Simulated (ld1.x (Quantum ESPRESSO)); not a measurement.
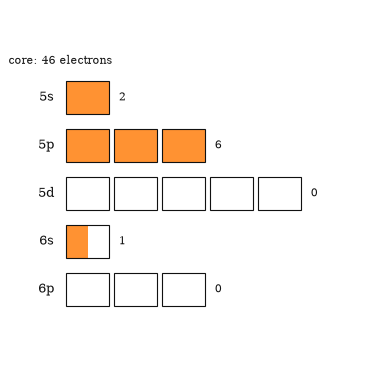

Fig. 1: The valence shells of the reference configuration: a box for each of the 2l + 1 orbitals, shaded by the share of the shell that is filled, with the electron count at the right.

Cs: pseudopotential generation

- system: caesium (Cs, Z = 55), core [Kr] 4d10, reference valence 5s2 5p6 5d0 6s1 6p0, valence charge 9.
- method: TM potential, LDA (PZ), scalar-relativistic, made with ld1.x (Quantum ESPRESSO) 7.5

Input:
```
 &input
   title='Cs', zed=55., rel=1, dft='PZ', iswitch=3,
   config='[Xe] 5d0 6s1 6p0',
   nld=3, rlderiv=4.55, eminld=-4.0, emaxld=5.0, deld=0.02
 /
 &inputp
   pseudotype=2, tm=.true., lloc=2,
   nlcc=.false.,
   file_pseudopw='Cs.UPF', file_wfcaegen='ae.wfc', file_wfcncgen='nc.wfc', file_beta='beta', file_chi='chi'
 /
3
5S  1  0   2.00   0.00  2.55  2.55  0.0
5P  2  1   6.00   0.00  2.10  2.10  0.0
5D  3  2   0.00   0.00  4.20  4.20  0.0
 &test
   configts(1)='5s2 5p6 5d0 6s1 6p0'
 /
```

Command:
```bash
ld1.x < Cs.in > Cs.out
```

Output:
```
     Program LD1 v.7.5
     --------------------------- All-electron run ----------------------------

     Cs
     scalar relativistic calculation

     atomic number is 55.00
     dft =PZ   lsd =0 sic =0 latt =0  beta=0.20 tr2=1.0E-14
     Exchange-correlation= PZ
                           (   1   1   0   0   0   0   0)
     mesh =1251 r(mesh) = 101.25750 a.u. xmin = -7.00 dx = 0.01250
     1 Ry =  13.60569312 eV, c = 137.03599908

     n l     nl                  e(Ry)          e(Ha)          e(eV)
     1 0     1S 1( 2.00)     -2628.4307     -1314.2153    -35761.6210
     2 0     2S 1( 2.00)      -412.3731      -206.1865     -5610.6214
     2 1     2P 1( 6.00)      -370.1150      -185.0575     -5035.6709
     3 0     3S 1( 2.00)       -85.6947       -42.8473     -1165.9353
     3 1     3P 1( 6.00)       -72.0945       -36.0472      -980.8953
     4 0     4S 1( 2.00)       -16.1493        -8.0746      -219.7217
     4 1     4P 1( 6.00)       -11.7954        -5.8977      -160.4851
     3 2     3D 1(10.00)       -52.0768       -26.0384      -708.5404
     5 0     5S 1( 2.00)        -1.9768        -0.9884       -26.8959
     5 1     5P 1( 6.00)        -1.0001        -0.5000       -13.6070
     4 2     4D 1(10.00)        -5.4575        -2.7288       -74.2537
     5 2     5D 1( 0.00)        -0.0353        -0.0177        -0.4804
     6 0     6S 1( 1.00)        -0.1637        -0.0818        -2.2272
     6 1     6P 1( 0.00)        -0.0573        -0.0286        -0.7795

     final scf error:  2.7E-15 reached in  30 iterations

     Etot =  -15561.668336 Ry,   -7780.834168 Ha, -211727.283857 eV

     Ekin =   16392.361933 Ry,    8196.180967 Ha,  223029.446022 eV
     Encl =  -37670.564993 Ry,  -18835.282497 Ha, -512534.147067 eV
     Eh   =    6088.245457 Ry,    3044.122729 Ha,   82834.799348 eV
     Exc  =    -371.710733 Ry,    -185.855366 Ha,   -5057.382160 eV

     normalization and overlap integrals

     s(1S/1S) =  1.000000  <r> =   0.0261  <r2> =    0.0009  r(max) =   0.0169
     s(2S/2S) =  1.000000  <r> =   0.1122  <r2> =    0.0149  r(max) =   0.0947
     s(2P/2P) =  1.000000  <r> =   0.0982  <r2> =    0.0118  r(max) =   0.0765
     s(3S/3S) =  1.000000  <r> =   0.2995  <r2> =    0.1025  r(max) =   0.2739
     s(3P/3P) =  1.000000  <r> =   0.2973  <r2> =    0.1025  r(max) =   0.2672
     s(4S/4S) =  1.000000  <r> =   0.6950  <r2> =    0.5455  r(max) =   0.6409
     s(4P/4P) =  1.000000  <r> =   0.7399  <r2> =    0.6233  r(max) =   0.6738
     s(3D/3D) =  1.000000  <r> =   0.2737  <r2> =    0.0885  r(max) =   0.2215
     s(5S/5S) =  1.000000  <r> =   1.7364  <r2> =    3.4035  r(max) =   1.5375
     s(5P/5P) =  1.000000  <r> =   2.0885  <r2> =    4.9914  r(max) =   1.7641
     s(4D/4D) =  1.000000  <r> =   0.8374  <r2> =    0.8170  r(max) =   0.7172
     s(5D/5D) =  1.000000  <r> =   5.7582  <r2> =   42.6478  r(max) =   3.4648
     s(6S/6S) =  1.000000  <r> =   5.5395  <r2> =   34.9818  r(max) =   4.6770
     s(6P/6P) =  1.000000  <r> =   7.8264  <r2> =   70.0796  r(max) =   6.5546

     ------------------------ End of All-electron run ------------------------

     --------------------- Generating NC pseudopotential ---------------------

      Generating local pot.: lloc=2, matching radius rcloc =   4.2000

      Wfc   5S  rcut= 2.567  Using Troullier-Martins method

      Wfc   5P  rcut= 2.102  Using Troullier-Martins method

     ------------------- End of pseudopotential generation -------------------

     --------------------------- All-electron run ----------------------------

     Cs
     scalar relativistic calculation

     atomic number is 55.00
     dft =PZ   lsd =0 sic =0 latt =0  beta=0.20 tr2=1.0E-14
     Exchange-correlation= PZ
                           (   1   1   0   0   0   0   0)
     mesh =1251 r(mesh) = 101.25750 a.u. xmin = -7.00 dx = 0.01250
     1 Ry =  13.60569312 eV, c = 137.03599908

     n l     nl                  e(Ry)          e(Ha)          e(eV)
     1 0     1S 1( 2.00)     -2628.4307     -1314.2153    -35761.6210
     2 0     2S 1( 2.00)      -412.3731      -206.1865     -5610.6214
     2 1     2P 1( 6.00)      -370.1150      -185.0575     -5035.6709
     3 0     3S 1( 2.00)       -85.6947       -42.8473     -1165.9353
     3 1     3P 1( 6.00)       -72.0945       -36.0472      -980.8953
     4 0     4S 1( 2.00)       -16.1493        -8.0746      -219.7217
     4 1     4P 1( 6.00)       -11.7954        -5.8977      -160.4851
     3 2     3D 1(10.00)       -52.0768       -26.0384      -708.5404
     5 0     5S 1( 2.00)        -1.9768        -0.9884       -26.8959
     5 1     5P 1( 6.00)        -1.0001        -0.5000       -13.6070
     4 2     4D 1(10.00)        -5.4575        -2.7288       -74.2537
     5 2     5D 1( 0.00)        -0.0353        -0.0177        -0.4804
     6 0     6S 1( 1.00)        -0.1637        -0.0818        -2.2272
     6 1     6P 1( 0.00)        -0.0573        -0.0286        -0.7795

     final scf error:  2.7E-15 reached in  30 iterations

     Etot =  -15561.668336 Ry,   -7780.834168 Ha, -211727.283857 eV

     Ekin =   16392.361933 Ry,    8196.180967 Ha,  223029.446022 eV
     Encl =  -37670.564993 Ry,  -18835.282497 Ha, -512534.147067 eV
     Eh   =    6088.245457 Ry,    3044.122729 Ha,   82834.799348 eV
     Exc  =    -371.710733 Ry,    -185.855366 Ha,   -5057.382160 eV

     normalization and overlap integrals

     s(1S/1S) =  1.000000  <r> =   0.0261  <r2> =    0.0009  r(max) =   0.0169
     s(2S/2S) =  1.000000  <r> =   0.1122  <r2> =    0.0149  r(max) =   0.0947
     s(2P/2P) =  1.000000  <r> =   0.0982  <r2> =    0.0118  r(max) =   0.0765
     s(3S/3S) =  1.000000  <r> =   0.2995  <r2> =    0.1025  r(max) =   0.2739
     s(3P/3P) =  1.000000  <r> =   0.2973  <r2> =    0.1025  r(max) =   0.2672
     s(4S/4S) =  1.000000  <r> =   0.6950  <r2> =    0.5455  r(max) =   0.6409
     s(4P/4P) =  1.000000  <r> =   0.7399  <r2> =    0.6233  r(max) =   0.6738
     s(3D/3D) =  1.000000  <r> =   0.2737  <r2> =    0.0885  r(max) =   0.2215
     s(5S/5S) =  1.000000  <r> =   1.7364  <r2> =    3.4035  r(max) =   1.5375
     s(5P/5P) =  1.000000  <r> =   2.0885  <r2> =    4.9914  r(max) =   1.7641
     s(4D/4D) =  1.000000  <r> =   0.8374  <r2> =    0.8170  r(max) =   0.7172
     s(5D/5D) =  1.000000  <r> =   5.7582  <r2> =   42.6478  r(max) =   3.4648
     s(6S/6S) =  1.000000  <r> =   5.5395  <r2> =   34.9818  r(max) =   4.6770
     s(6P/6P) =  1.000000  <r> =   7.8264  <r2> =   70.0796  r(max) =   6.5546

     ------------------------ End of All-electron run ------------------------

     Computing logarithmic derivative in   4.53324

       Warning: n=1, l=0 expected 0 nodes, found 1
       Setting wfc to zero for this iteration
       (This warning will only be printed once per wavefunction)

       Warning: n=2, l=1 expected 0 nodes, found 1
       Setting wfc to zero for this iteration
       (This warning will only be printed once per wavefunction)

       Warning: n=2, l=0 expected 1 nodes, found 2
       Setting wfc to zero for this iteration
       (This warning will only be printed once per wavefunction)

 %%%%%%%%%%%%%%%%%%%%%%%%%%%%%%%%%%%%%%%%%%%%%%%%%%%%%%%%%%%%%%%%%%%%%%%%%%%%%%
     Error in routine run_pseudo (1):
     Errors in PS-KS equation
 %%%%%%%%%%%%%%%%%%%%%%%%%%%%%%%%%%%%%%%%%%%%%%%%%%%%%%%%%%%%%%%%%%%%%%%%%%%%%%

     stopping ...
```

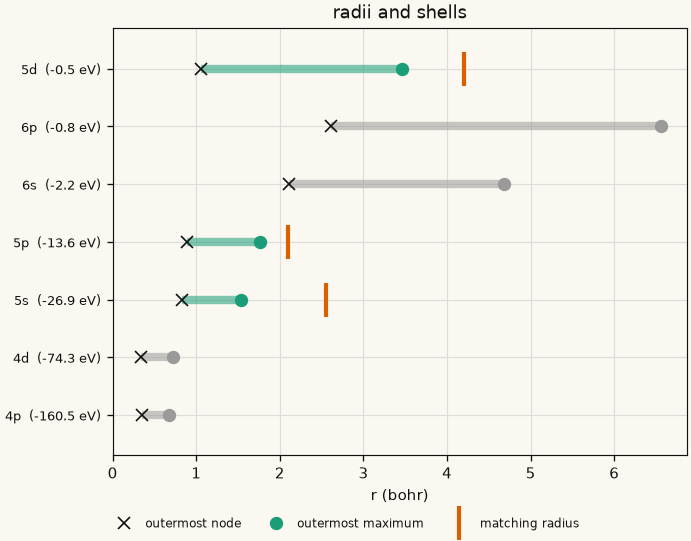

Fig. 2: Outer shells of the all-electron reference atom: each bar runs from the outermost node (or the nucleus) to the outermost maximum of u(r); the tick is the radius chosen for the pseudo-wave. Shells without a tick have no pseudo-wave of their own. Levels, nodes and maxima are from ld1.x, scalar-relativistic.

- Radii against the shells: 5s: 2.55 bohr, outside the maximum; 5p: 2.10 bohr, outside the maximum; 5d: 4.20 bohr, outside the maximum.

What the run reported:

- outcome: ended with an error
- hardware: 1 CPU thread, shared host

Diagnosis:

The generator stopped with the message “run_pseudo: Errors in PS-KS equation”. In words: the pseudo-atom solver did not find the valence states with the expected number of nodes, which is the usual sign of a ghost state.
